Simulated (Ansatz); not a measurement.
# BFH₅NO₂ (built from SMILES F.NB(O)O): a short trajectory

Aim: follow the atoms for 60 steps of 1.0 fs with a Langevin thermostat, with velocities drawn for 1000 K, and see to which side of the barrier the system falls.

Method: PBE0-D4/def2-SVP; program: Ansatz 0.2.0, Gaussian basis.

**1. Where the work starts**

The start, a first-order saddle point found at PBE0-D4 in triple zeta: 10 atoms, charge 0, spin multiplicity 1.

Atoms are counted from 1 here; the program's logs count them from 0.

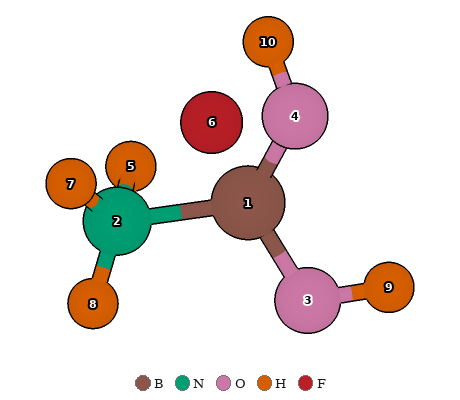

The starting geometry (boron brown, nitrogen teal, oxygen pink, hydrogen orange, fluorine red); atoms are numbered from 1 in the order of the file.

As a file:

```mol
BFH5NO2
  3D, bonds by distance, orders not assigned

 10  8  0  0  0  0  0  0  0  0999 V2000
   -0.3572    0.1445   -0.2228 B   0  0
    1.1533   -0.1440   -0.1035 N   0  0
   -0.9259   -0.4825   -1.2907 O   0  0
   -0.9018    1.2889    0.3098 O   0  0
    0.7342   -0.8007    0.8212 H   0  0
   -0.3551   -1.0246    1.3175 F   0  0
    1.7440    0.6417    0.1276 H   0  0
    1.5381   -0.6776   -0.8712 H   0  0
   -1.8676   -0.3054   -1.3436 H   0  0
   -0.7622    1.3599    1.2558 H   0  0
  1  2  8  0
  1  3  8  0
  1  4  8  0
  2  5  8  0
  2  7  8  0
  2  8  8  0
  3  9  8  0
  4 10  8  0
M  END
```

**2. The run**

md/in.yaml

```yaml
crystal:
  periodic: [false, false, false]
  atoms:
    - {symbol: B, position_ang: [-0.357158, 0.144460, -0.222773]}
    - {symbol: N, position_ang: [1.153312, -0.144000, -0.103521]}
    - {symbol: O, position_ang: [-0.925902, -0.482518, -1.290707]}
    - {symbol: O, position_ang: [-0.901826, 1.288944, 0.309781]}
    - {symbol: H, position_ang: [0.734234, -0.800685, 0.821203]}
    - {symbol: F, position_ang: [-0.355057, -1.024640, 1.317476]}
    - {symbol: H, position_ang: [1.744007, 0.641743, 0.127625]}
    - {symbol: H, position_ang: [1.538099, -0.677623, -0.871216]}
    - {symbol: H, position_ang: [-1.867589, -0.305443, -1.343603]}
    - {symbol: H, position_ang: [-0.762221, 1.359862, 1.255836]}
basis:
  gaussian: {orbitals: def2-SVP}
hamiltonian: {xc: pbe0, dispersion: d4}
md: {n_steps: 60, timestep: 1.0, temperature: 1000, ensemble: nvt_langevin, seed: 262, friction: 0.002, initial_velocities: maxwell_boltzmann}
```

The run is started by

```console
ansatz run in.yaml --threads 4 --pin off --events-out ev --progress --plain --max-ram 9574MiB
```

Log, shortened:

```text
Functional definition: PBE0
  name "PBE0"
  cite "Adamo & Barone, J. Chem. Phys. 110, 6158 (1999) doi:10.1063/1.478522"
  cite "Perdew, Burke & Ernzerhof, Phys. Rev. Lett. 77, 3865 (1996) doi:10.1103/PhysRevLett.77.3865"
  parent pbe
[...]
1021 factors; integrals over basis functions are off by at most 3.1e-4 eV
[...]
mean field -9045.97167176 eV, -332.4333273572 hartree, gradient 1.6e-5 eV, S^2 0.000000; 0 other end points of the search recorded, 0 dependent functions left out
[...]
reference -9045.97169329 eV, -332.4333281486 hartree; 21, 21 occupied and 74, 74 virtual orbitals, 1021 factors
md step     0: t =     0.00 fs  T =   900.0 K  F+E_penalty+E_count = -9046.09409588 eV  E_kin = 1.163340 eV  (26 SCF iters)
[...]
md step    15: t =    15.00 fs  T =   316.6 K  F+E_penalty+E_count = -9045.38901824 eV  E_kin = 0.409269 eV  (30 SCF iters, 3 dispersion substeps)
[...]
md step    30: t =    30.00 fs  T =   651.0 K  F+E_penalty+E_count = -9045.66876518 eV  E_kin = 0.841458 eV  (30 SCF iters, 3 dispersion substeps)
[...]
md step    45: t =    45.00 fs  T =   810.5 K  F+E_penalty+E_count = -9045.87861828 eV  E_kin = 1.047645 eV  (29 SCF iters, 3 dispersion substeps)
[...]
md step    59: t =    59.00 fs  T =   724.7 K  F+E_penalty+E_count = -9045.82595759 eV  E_kin = 0.936706 eV  (30 SCF iters, 3 dispersion substeps)
[...]
md step    60: t =    60.00 fs  T =   685.6 K  F+E_penalty+E_count = -9045.75009062 eV  E_kin = 0.886192 eV  (26 SCF iters, 3 dispersion substeps)
Total energy: -9045.75011282 eV, -332.4251852164 hartree
Atom 0 at    -0.241007     0.372374    -0.617160 Å, force    -0.520376    -2.417247     0.012541 eV/Å
Atom 1 at     1.183013     0.109272    -0.520686 Å, force     0.059558    -0.379115    -0.327691 eV/Å
Atom 2 at    -0.956573    -0.697992    -1.268735 Å, force     1.203094     1.640653     0.712113 eV/Å
Atom 3 at    -1.030380     1.174987     0.117978 Å, force    -0.226001     2.536715     1.391405 eV/Å
Atom 4 at     0.173803    -0.938618     1.127795 Å, force    -0.554170    -0.090361     1.017376 eV/Å
Atom 5 at    -0.431498    -1.100940     1.845642 Å, force     0.847929     0.132285    -0.972645 eV/Å
Atom 6 at     2.061059     0.637920    -0.629743 Å, force    -1.110356     0.053759     0.381578 eV/Å
Atom 7 at     1.322061    -0.833107    -0.885990 Å, force     0.214855     0.218205    -0.238321 eV/Å
Atom 8 at    -1.856319    -0.709284    -0.922120 Å, force     0.017661     0.098334    -0.088154 eV/Å
Atom 9 at    -0.794470     1.847674     0.832598 Å, force     0.067807    -1.793227    -1.888202 eV/Å
Dipole moment:     0.433038     0.445799    -0.099019 e Å
```

It took 68 s on 4 threads of Arm Neoverse V1, shared host.

**3. Frames and traces**

One row in 3 steps:

| time (fs) | T (K) | potential (meV) | potential + kinetic (meV) | B1–F6 (Å) | N2–H5 (Å) | B1–N2 (Å) | H5–F6 (Å) |
| --- | --- | --- | --- | --- | --- | --- | --- |
| 0.00 | 900 | 0.0 | 0.0 | 1.934 | 1.209 | 1.542 | 1.218 |
| 3.00 | 619 | 374.1 | 11.4 | 1.942 | 1.197 | 1.512 | 1.259 |
| 6.00 | 503 | 504.0 | -8.6 | 1.943 | 1.183 | 1.498 | 1.268 |
| 9.00 | 460 | 528.9 | -40.4 | 1.938 | 1.166 | 1.494 | 1.218 |
| 12.00 | 349 | 696.7 | -16.1 | 1.935 | 1.183 | 1.500 | 1.142 |
| 15.00 | 317 | 705.1 | -49.0 | 1.940 | 1.282 | 1.519 | 1.052 |
| 18.00 | 393 | 616.9 | -38.4 | 1.955 | 1.416 | 1.536 | 1.007 |
| 21.00 | 435 | 587.7 | -13.9 | 1.976 | 1.528 | 1.541 | 1.004 |
| 24.00 | 439 | 628.2 | 32.9 | 2.008 | 1.631 | 1.535 | 0.978 |
| 27.00 | 436 | 650.8 | 50.7 | 2.046 | 1.722 | 1.516 | 0.939 |
| 30.00 | 651 | 425.3 | 103.4 | 2.092 | 1.772 | 1.489 | 0.959 |
| 33.00 | 820 | 185.4 | 82.1 | 2.147 | 1.814 | 1.472 | 0.963 |
| 36.00 | 855 | 192.1 | 134.2 | 2.212 | 1.862 | 1.477 | 0.932 |
| 39.00 | 957 | 32.8 | 106.9 | 2.285 | 1.890 | 1.489 | 0.951 |
| 42.00 | 936 | 51.7 | 98.3 | 2.372 | 1.916 | 1.498 | 0.969 |
| 45.00 | 810 | 215.5 | 99.8 | 2.471 | 1.969 | 1.487 | 0.936 |
| 48.00 | 873 | 153.6 | 118.7 | 2.573 | 1.998 | 1.453 | 0.939 |
| 51.00 | 943 | 23.6 | 78.9 | 2.668 | 2.017 | 1.418 | 0.964 |
| 54.00 | 823 | 104.2 | 5.0 | 2.749 | 2.107 | 1.402 | 0.917 |
| 57.00 | 707 | 285.4 | 36.4 | 2.818 | 2.151 | 1.414 | 0.933 |
| 60.00 | 686 | 344.0 | 66.9 | 2.876 | 2.199 | 1.451 | 0.953 |

Energies count from the start.

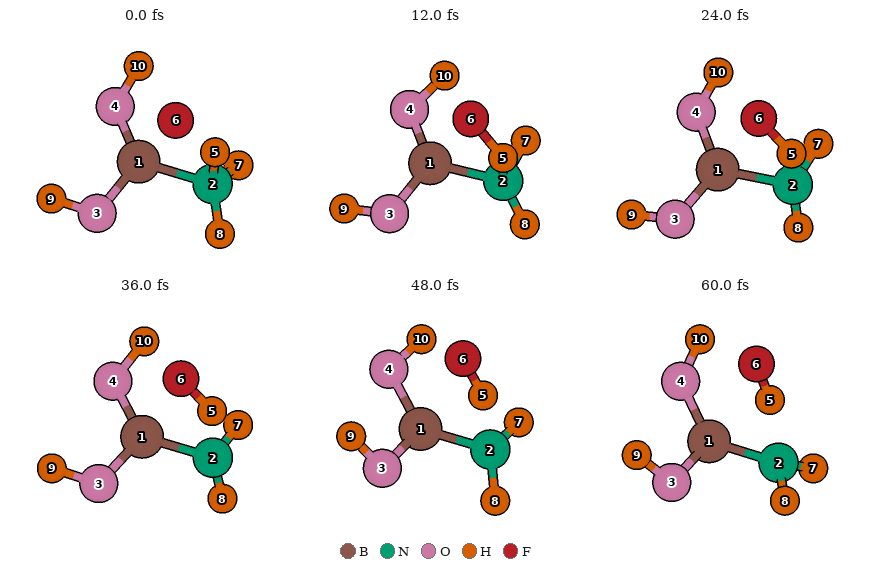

Six frames.

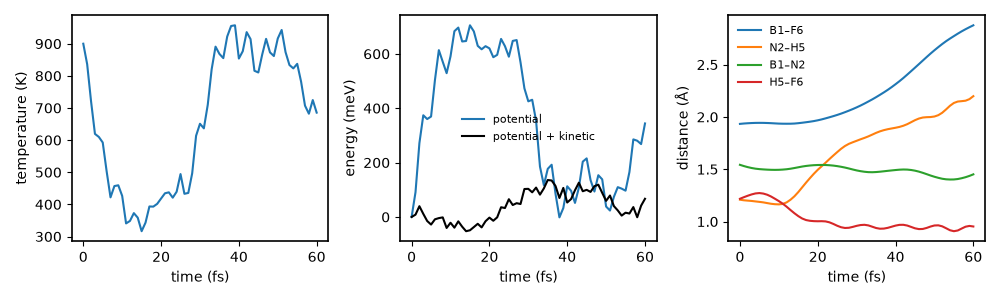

Temperature, energies and the distances followed.

Positions (Å) and forces (eV/Å) at 24.00 fs:

```xyz
10

B    -0.352    0.091   -0.332    1.026    1.669    0.977
N     1.155   -0.089   -0.102   -1.162   -0.855   -1.291
O    -0.994   -0.651   -1.319    1.881    0.519    1.348
O    -0.863    1.286    0.239   -1.459   -1.844   -4.481
H     0.537   -1.168    0.953   -0.293    0.400   -0.124
F    -0.312   -0.950    1.385   -0.357   -1.131    0.847
H     1.489    0.480    0.670    0.264    0.386   -0.555
H     1.650    0.022   -0.989    0.380   -0.067    0.553
H    -1.718   -0.173   -1.684   -1.121    0.512   -0.255
H    -0.700    1.493    1.109    0.842    0.411    2.980
```

Positions (Å) and forces (eV/Å) at 60.00 fs:

```xyz
10

B    -0.241    0.372   -0.617   -0.520   -2.417    0.013
N     1.183    0.109   -0.521    0.060   -0.379   -0.328
O    -0.957   -0.698   -1.269    1.203    1.641    0.712
O    -1.030    1.175    0.118   -0.226    2.537    1.391
H     0.174   -0.939    1.128   -0.554   -0.090    1.017
F    -0.431   -1.101    1.846    0.848    0.132   -0.973
H     2.061    0.638   -0.630   -1.110    0.054    0.382
H     1.322   -0.833   -0.886    0.215    0.218   -0.238
H    -1.856   -0.709   -0.922    0.018    0.098   -0.088
H    -0.794    1.848    0.833    0.068   -1.793   -1.888
```

**4. Summary of results**

```
                                                 quantity              value
                                                   length  60 steps, 60.0 fs
                                 temperature at the start              900 K
                            mean temperature, second half              832 K
lowest and highest potential energy, from the first frame     -1 and 705 meV
                    largest change of potential + kinetic          136.0 meV
                                   bonds lost by distance              N2–H5
                                   bonds made by distance              H5–F6
```

**Reading.** By the last frame it has moved back towards the start side of the step. The thermostat trades energy with the molecule, so the sum of potential and kinetic energy isn't conserved: it changes by +67 meV over the run. The mean temperature of the second half is still well below the 1000 K set. With 10 atoms the instant temperature spans 317 to 957 K. Under Langevin the temperature counts 3N degrees of freedom, more than the drawn velocities fill, so it starts at 900 K, not 1000 K.
